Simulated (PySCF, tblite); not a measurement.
# C4H2F3O radical: geometry, infrared bands and EPR parameters

Wanted: the infrared bands and EPR parameters of C4H2F3O radical (`F/[C]=C(/F)O/C=C\F`), by calculation.

Computed with tblite 0.8.0 and PySCF 2.14.0, with density-fitted response routines of our own, on a single molecule in the gas phase. Atoms count from 0, in the outputs and in this text.

**1. Starting geometry**

10 atoms, charge 0, multiplicity 2; geometry from: force field or distance geometry start.

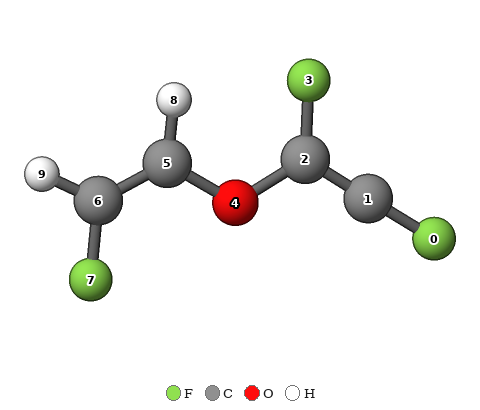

The starting geometry (fluorine green, carbon grey, oxygen red, hydrogen white), atoms numbered.

**2. Optimising the geometry with GFN2-xTB**

The job: settings as JSON, then the geometry in Å.

```
{"job": {"kind": "relax", "xc": "GFN2-xTB", "basis": "xTB"}, "charge": 0, "multiplicity": 2}
F      3.206000     1.999800     0.538000
C      2.274300     1.124400     0.101900
C      1.403600     0.263400    -0.298500
F      1.708900    -0.646100    -1.245500
O      0.136800     0.351600     0.264900
C     -0.830800    -0.532300    -0.156700
C     -2.061900    -0.511100     0.333100
F     -2.441900     0.379100     1.274800
H     -0.509800    -1.248200    -0.903100
H     -2.876200    -1.175900     0.068600
```

Run with:

```sh
OMP_NUM_THREADS=1 python probes_run.py task.json out
```

This one command runs all jobs of the session in turn.

The program printed:

```text
step      E/eV     max force
  0    -752.57416    2.545
  1    -752.68007    2.323
  2    -752.72798    0.854
  3    -752.74413    0.541
  4    -752.76758    0.651
  5    -752.78431    0.684
  6    -752.79854    0.412
  7    -752.80941    0.397
  8    -752.82175    0.452
  9    -752.84328    0.777
 10    -752.86637    0.858
 11    -752.91321    0.566
 12    -752.93509    0.475
 13    -752.96388    0.800
 14    -752.99271    0.843
 15    -753.00261    0.794
 16    -753.02250    0.687
 17    -753.03568    0.305
 18    -753.04370    0.278
 19    -753.06639    0.363
 20    -753.07682    0.399
 21    -753.08473    0.272
 22    -753.08995    0.162
 23    -753.09431    0.206
 24    -753.09872    0.195
 25    -753.10245    0.224
 26    -753.10613    0.231
 27    -753.11007    0.209
 28    -753.11451    0.194
 29    -753.11873    0.273
 30    -753.12227    0.193
 31    -753.12573    0.213
 32    -753.13041    0.223
 33    -753.13605    0.372
 34    -753.14145    0.474
 35    -753.14547    0.344
 36    -753.14885    0.237
 37    -753.15088    0.119
 38    -753.15212    0.080
 39    -753.15264    0.069
 40    -753.15294    0.052
 41    -753.15322    0.054
 42    -753.15361    0.068
 43    -753.15406    0.093
 44    -753.15447    0.079
 45    -753.15485    0.062
 46    -753.15530    0.067
 47    -753.15585    0.067
 48    -753.15634    0.063
 49    -753.15661    0.049
 50    -753.15680    0.041
 51    -753.15707    0.072
 52    -753.15745    0.086
 53    -753.15782    0.063
 54    -753.15806    0.049
 55    -753.15822    0.040
 56    -753.15838    0.052
 57    -753.15854    0.052
 58    -753.15864    0.033
 59    -753.15870    0.021
 60    -753.15876    0.022
 61    -753.15887    0.045
 62    -753.15910    0.071
 63    -753.15952    0.108
 64    -753.16013    0.128
 65    -753.16082    0.108
 66    -753.16150    0.067
 67    -753.16193    0.051
 68    -753.16220    0.058
 69    -753.16242    0.049
 70    -753.16251    0.028
 71    -753.16255    0.011
 72    -753.16255    0.006
```

It took 0.27 s on 1 thread of Arm Neoverse V2, shared host.

Step by step: (not every step is listed)

```
step  energy from step 0 (eV)  largest force (eV/Å)
   0                   0.0000                2.5453
   1                  -0.1059                2.3229
   2                  -0.1538                0.8537
   3                  -0.1700                0.5410
   4                  -0.1934                0.6511
   5                  -0.2101                0.6840
   6                  -0.2244                0.4120
   7                  -0.2352                0.3971
   8                  -0.2476                0.4525
  13                  -0.3897                0.8000
  18                  -0.4695                0.2782
  23                  -0.5201                0.2058
  28                  -0.5403                0.1936
  33                  -0.5619                0.3722
  38                  -0.5780                0.0802
  43                  -0.5799                0.0933
  48                  -0.5822                0.0628
  53                  -0.5837                0.0631
  58                  -0.5845                0.0330
  63                  -0.5854                0.1084
  67                  -0.5878                0.0511
  68                  -0.5880                0.0583
  69                  -0.5883                0.0488
  70                  -0.5883                0.0279
  71                  -0.5884                0.0107
  72                  -0.5884                0.0065
```

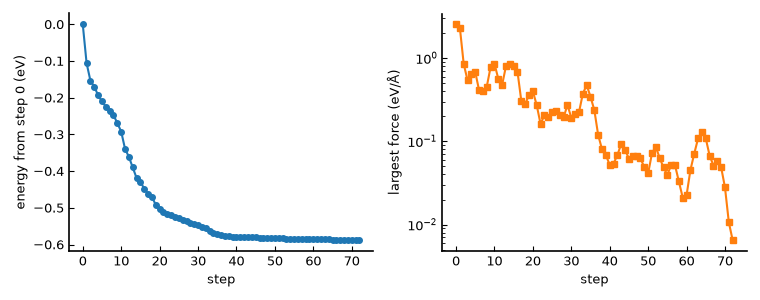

Energy and largest force along the relaxation.

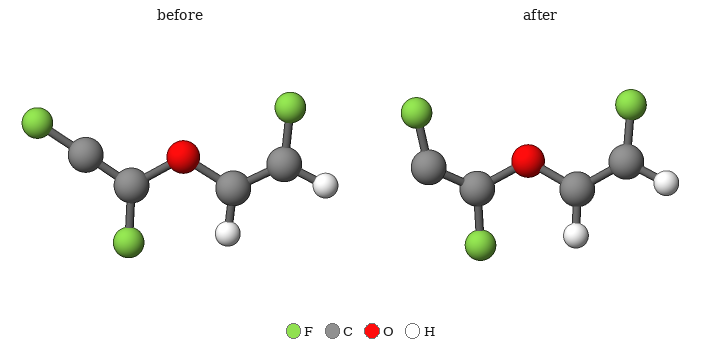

Before and after, at one scale.

Close pairs (by a distance rule), those that changed most:

```
 bond  before (Å)  after (Å)  change (Å)
C2–O4       1.389      1.352      -0.038
F0–C1       1.351      1.315      -0.035
C1–C2       1.288      1.321      +0.033
O4–C5       1.377      1.358      -0.018
C6–F7       1.350      1.333      -0.017
C6–H9       1.084      1.078      -0.006
C5–C6       1.325      1.331      +0.006
C2–F3       1.348      1.346      -0.002
```

The next job starts from the end point, and lists it.

**3. Harmonic vibrations with GFN2-xTB**

The job: settings as JSON, then the geometry in Å.

```
{"job": {"kind": "ir", "xc": "GFN2-xTB", "basis": "xTB"}, "charge": 0, "multiplicity": 2}
F      2.385670     2.129469     0.629858
C      2.353417     1.141538    -0.238062
C      1.527189     0.110335    -0.240297
F      1.716663    -0.881316    -1.130917
O      0.352789     0.046461     0.425945
C     -0.737021    -0.514261    -0.159732
C     -1.958322    -0.384909     0.352616
F     -2.213525     0.321886     1.453936
H     -0.585456    -1.105452    -1.052562
H     -2.832521    -0.859097    -0.063312
```

The program printed:

```text
mode    cm-1     km/mol
  1      50.2      9.45
  2      66.5      3.56
  3     125.7      6.46
  4     187.1      2.10
  5     240.9      1.01
  6     307.0      9.44
  7     446.4     15.24
  8     448.5     17.49
  9     504.5     12.89
 10     546.2     14.30
 11     673.2     23.27
 12     750.6      5.98
 13     829.7      2.99
 14     888.5     11.58
 15    1019.0    248.62
 16    1097.4     17.76
 17    1113.7    312.49
 18    1173.9    428.14
 19    1222.7     18.60
 20    1297.7     38.62
 21    1648.6    118.33
 22    1702.0     53.43
 23    3073.7      2.73
 24    3107.8      8.52
```

Wall time 0.18 s (1 thread of Arm Neoverse V2, shared host).

Which atoms move in the most intense modes:

```csv
cm⁻¹,km/mol,atoms
673,23.3,"C6 37 %, C5 21 %, C1 10 %"
1019,248.6,"C5 18 %, F7 16 %, C6 16 %, O4 15 %"
1114,312.5,"C2 45 %, O4 36 %"
1174,428.1,"C2 34 %, C1 29 %, F0 26 %"
1223,18.6,"H9 65 %, H8 15 %"
1298,38.6,"H8 63 %, C6 16 %, H9 10 %"
1649,118.3,"C6 35 %, C5 31 %, C1 16 %, C2 12 %"
1702,53.4,"C1 35 %, C2 32 %, C5 15 %, C6 14 %"
```

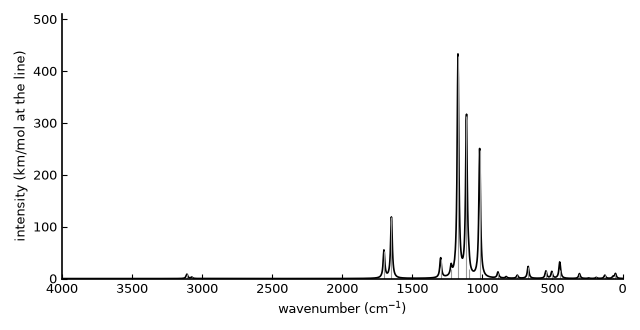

The infrared spectrum from these modes, unscaled. Lines are broadened to a width of 14 cm⁻¹ (Lorentzian).

**4. g tensor and hyperfine couplings: B3LYP/pcH-1**

The job, as its differences from that of step 3:

```diff
@@ -1,2 +1,2 @@
-{"job": {"kind": "ir", "xc": "GFN2-xTB", "basis": "xTB"}, "charge": 0, "multiplicity": 2}
+{"job": {"kind": "epr", "basis": "pcH-1"}, "charge": 0, "multiplicity": 2}
 F      2.385670     2.129469     0.629858
```

With the program's defaults for keys left out, this is: UKS B3LYP, pcH-1 on C F H O, non-relativistic, mean-field spin-orbit, GIAO.

The program printed:

```text
UKS, coarse grid
  cycle   1  E = -528.10341857  |g| = 5.85e-01
  cycle   2  E = -527.94487534  |g| = 9.35e-01
  cycle   3  E = -528.21321466  |g| = 9.25e-02
  cycle   4  E = -528.21598862  |g| = 5.31e-02
  cycle   5  E = -528.21714779  |g| = 1.43e-02
  cycle   6  E = -528.21757105  |g| = 1.23e-02
  cycle   7  E = -528.21775253  |g| = 5.44e-03
  cycle   8  E = -528.21794613  |g| = 3.55e-03
  cycle   9  E = -528.21800251  |g| = 2.16e-03
  cycle  10  E = -528.21801716  |g| = 9.83e-04
  cycle  11  E = -528.21801819  |g| = 3.65e-04
UKS, final grid
  cycle   1  E = -528.21796743  |g| = 4.03e-04
  cycle   2  E = -528.21796743  |g| = 6.31e-04
  cycle   3  E = -528.21796760  |g| = 1.08e-04
  cycle   4  E = -528.21796763  |g| = 9.18e-05
  cycle   5  E = -528.21796765  |g| = 5.73e-05
  cycle   6  E = -528.21796766  |g| = 1.91e-05
E = -528.21796766 Eh   <S^2> = 0.7569 (exact 0.7500)
g shifts (ppm)      1          2          3
  rmc          -224       -224       -224
  gc             15        -91         48
  oz_so         155       2280       3987
  total         -54       1965       3810
hyperfine (MHz)  atom isotope    a_iso     a_fc   dipolar eigenvalues
    0   19F     264.29     264.29   -291.91   -233.89    525.80
    1   13C     530.31     530.31    -74.53    -53.68    128.21
    2   13C      73.08      73.08    -21.53     -4.22     25.75
    3   19F      -0.10      -0.10    -37.25     -2.42     39.67
    4   17O     -23.59     -23.59    -18.55      8.53     10.03
    5   13C      -2.81      -2.81     -2.72      0.30      2.42
    6   13C       3.11       3.11     -2.71     -2.05      4.75
    7   19F       4.51       4.51     -9.54     -6.41     15.95
    8    1H       0.48       0.48     -1.54     -1.07      2.61
    9    1H      -1.56      -1.56     -1.38     -0.48      1.86
```

It took 42 s on 1 thread of Arm Neoverse V2, shared host; peak memory 0.75 GiB.

Principal g values 2.00227, 2.00428, 2.00613; g(iso) = 2.00423, against 2.00232 for a free electron.

Hyperfine couplings, nucleus by nucleus at this fixed geometry (no averaging over rotations):

```csv
nuclei,isotope,a(iso) (MHz),"a(iso) (G, at g = 2.0023)",largest dipolar term (MHz)
C1,13C,530.3,189.2,128.2
F0,19F,264.3,94.3,525.8
C2,13C,73.1,26.1,25.7
O4,17O,-23.6,-8.4,-18.6
F7,19F,4.5,1.6,15.9
C6,13C,3.1,1.1,4.8
C5,13C,-2.8,-1.0,-2.7
H9,1H,-1.6,-0.6,1.9
H8,1H,0.5,0.2,2.6
F3,19F,-0.1,0.0,39.7
```

Mulliken spin populations:

```csv
atom,value (e)
F0,0.09
C1,0.89
C2,-0.04
F3,0.00
O4,0.04
C5,-0.01
C6,0.03
F7,0.00
H8,0.00
H9,0.00
```

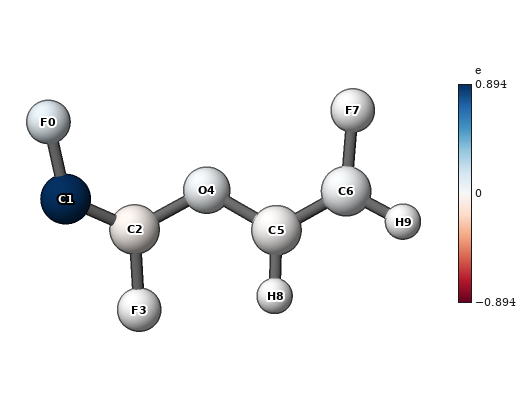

Mulliken spin populations, as colours on the atoms.

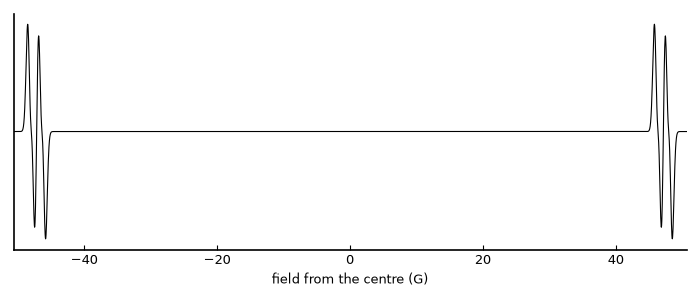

First-order isotropic spectrum (first derivative, main isotopes with spin only, couplings over 0.8 MHz, Gaussian width 0.3 G; couplings of the frozen geometry, rotation of groups not averaged beyond the rows shown).

Orbitals, density, ELF and potential are computed afterwards from the orbital file.

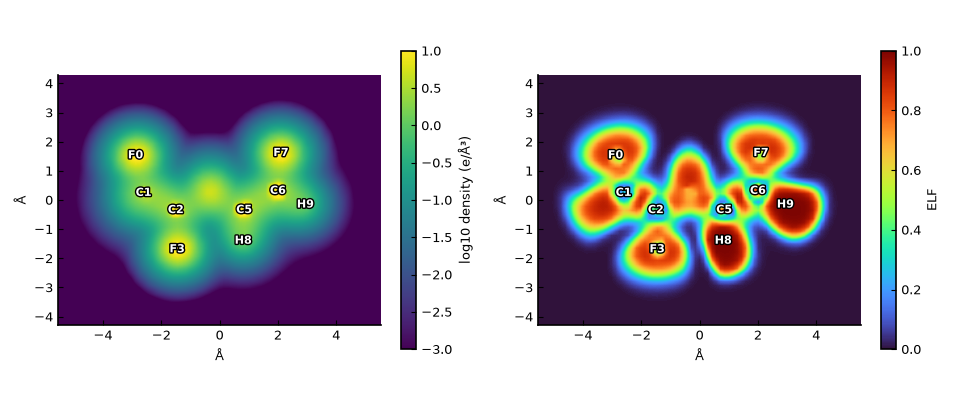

Density (left) and ELF (right) in a plane through or near 9 of the atoms.

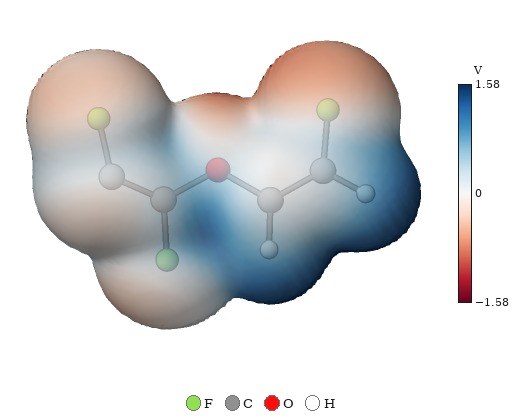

Electrostatic potential on the surface of density 0.002 e/bohr³; red is low, blue high. It runs from -0.77 V near O4 to 1.58 V near H8.

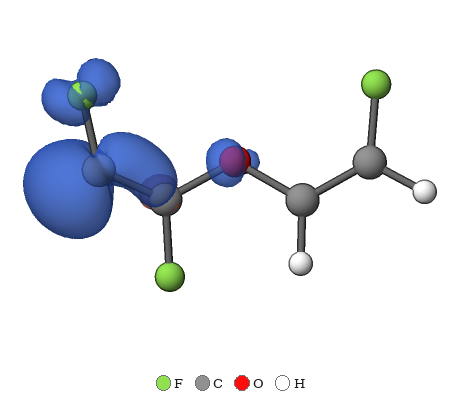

Spin density at ±0.05 e/Å³ (alpha excess blue, beta excess red).

**5. Outcome**

| quantity | value |
| --- | --- |
| strongest single infrared mode (GFN2-xTB) | 1174 cm⁻¹, 428 km/mol |
| zero-point energy (GFN2-xTB) | 32.2 kcal/mol |
| g(iso) (B3LYP) | 2.00423 |
| ⟨S²⟩ | 0.757 (exact 0.75) |
| largest a(iso) | 13C on C1, 530.3 MHz |
| potential on the surface of density 0.002 e/bohr³, 1st and 99th percentile | -0.77 V and 1.58 V |

Over 72 steps the energy fell by 0.588 eV; of the close pairs, C2–O4 changed most, 1.389 to 1.352 Å. All 24 modes are real, so the xTB geometry is a minimum. The strongest single mode, at 1174 cm⁻¹, has its largest shares on C2, C1 and F0 (the list is cut at 3 atoms). GFN2-xTB is a fitted tight-binding method: band positions and strengths are rough. Its intensities can rank the bands wrongly. C1 carries the largest spin population, 0.89 e. The isotropic g lies 1.9 ppt above the free-electron value. These values are for one conformer; the search (at its own cheap level) found 2 more, at 0.33, 0.97 kcal/mol, and measured spectra average over such forms.
